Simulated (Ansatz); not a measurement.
C$_{4}$HF$_{7}$O (SMILES FC1C(F)(F)OC(F)(F)C1(F)F)

The calculation's input:

```
crystal:
  periodic: [false, false, false]
  atoms:
    - {symbol: F, position_ang: [1.351302, 0.305001, -1.808662]}
    - {symbol: C, position_ang: [0.896383, 0.272944, -0.540323]}
    - {symbol: C, position_ang: [-0.226231, 1.286346, -0.279506]}
    - {symbol: F, position_ang: [-0.948081, 1.513631, -1.376043]}
    - {symbol: F, position_ang: [0.231028, 2.463216, 0.149264]}
    - {symbol: O, position_ang: [-1.032809, 0.743412, 0.708163]}
    - {symbol: C, position_ang: [-0.743065, -0.579274, 0.962319]}
    - {symbol: F, position_ang: [-1.866195, -1.278423, 1.008179]}
    - {symbol: F, position_ang: [-0.140296, -0.687972, 2.152079]}
    - {symbol: C, position_ang: [0.216725, -1.039114, -0.168629]}
    - {symbol: F, position_ang: [-0.495466, -1.514664, -1.195939]}
    - {symbol: F, position_ang: [1.063966, -1.986170, 0.242278]}
    - {symbol: H, position_ang: [1.712938, 0.466167, 0.161519]}
basis:
  gaussian: {orbitals: def2-TZVPP}
hamiltonian: {xc: pbe0, dispersion: d4}
output: {orbitals: {seedname: orbitals}}
```

Run with:

```sh
ansatz run in.yaml --threads 4 --pin off --events-out ev --progress --plain --max-ram 66560MiB --backend cuda --devices 0, --max-vram 37GiB
```

Geometry: PBE0-D4/def2-TZVP.

Theory: Ansatz 0.2.0, RKS PBE0-D4/def2-TZVPP.

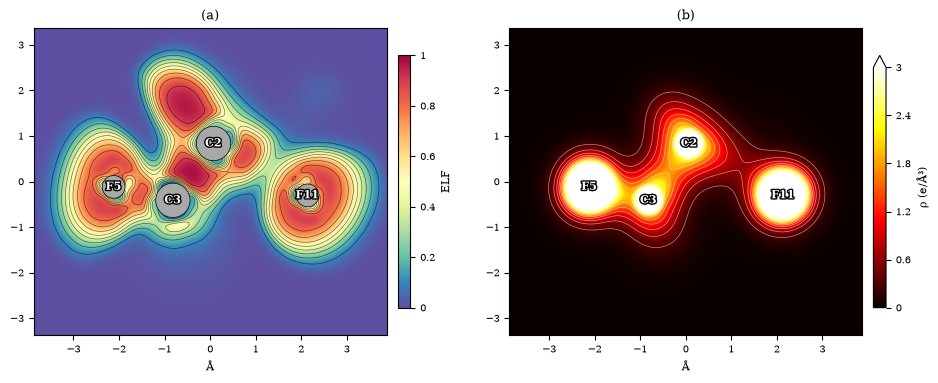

Figure 1. (a) electron localisation function; (b) total electron density on the plane of atoms C2, C3 and F5. Grey discs cover the atomic cores in the ELF map.

### Read the bonding off the picture.

- The plane passes through C and F nuclei.
- C–F (1.33 Å): the density is about 2.4 e/Å³ at the midpoint; the ELF peaks at about 0.85 between the atoms (a shared but strongly polarised pair).
- C–C (1.53 Å): the density is about 1.8 e/Å³ at the midpoint; the ELF peaks at about 1 between the atoms (a covalent bond).
- The ELF also peaks beside F11 and F5, away from the bonds: lone-pair regions.

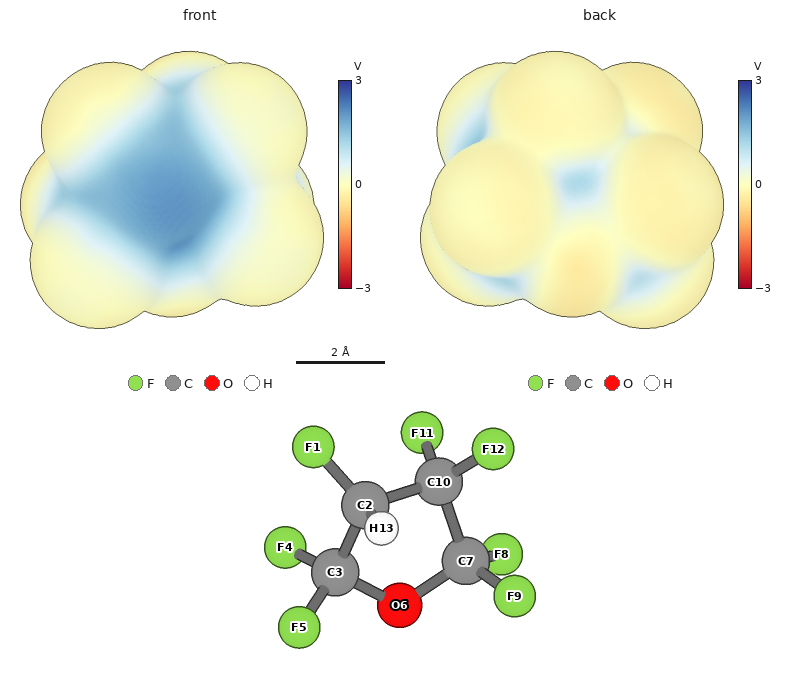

Figure 2. The molecular electrostatic potential painted on the density surface at 0.002 e/bohr³, seen from the front and from behind; red is negative and blue positive. The bare structure is drawn below in the same view.

### Describe the electrostatic potential map.

The most negative region (about −0.3 V, or −7 kcal/mol for a unit charge) lies over F1 and O6, the most positive (about +2.0 V, or +46 kcal/mol for a unit charge) over C2, C3 and H13.

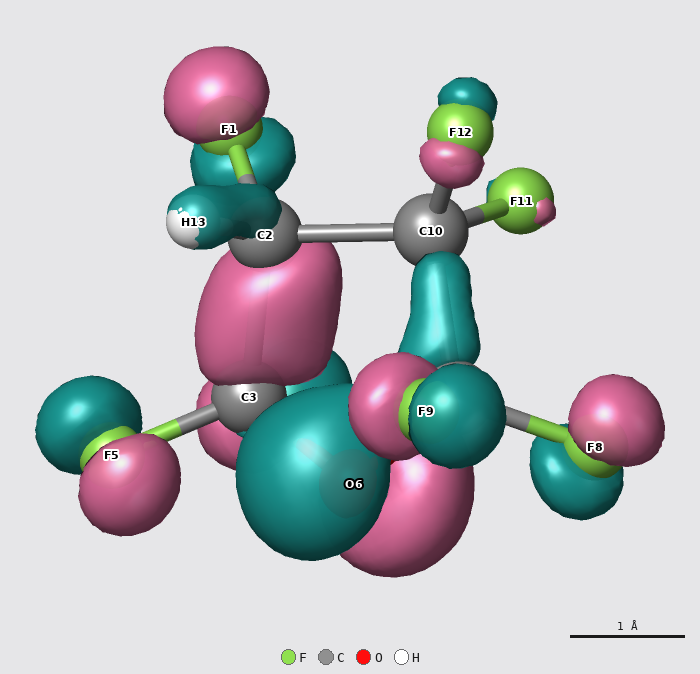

Figure 3. The HOMO−1 at ±0.15 Å⁻³ᐟ² (teal and pink are the two phases), seen at a tilt.

### What is the character of this orbital?

It lies mainly on O6 (about 40 %), F4 (about 10 %), F5 (about 10 %), F1 (about 5 %), F9 (about 5 %) and C3 (about 5 %); largely a combination of lone pairs on O6, F4, F5, F1 and F9. Its energy is −10.97 eV.
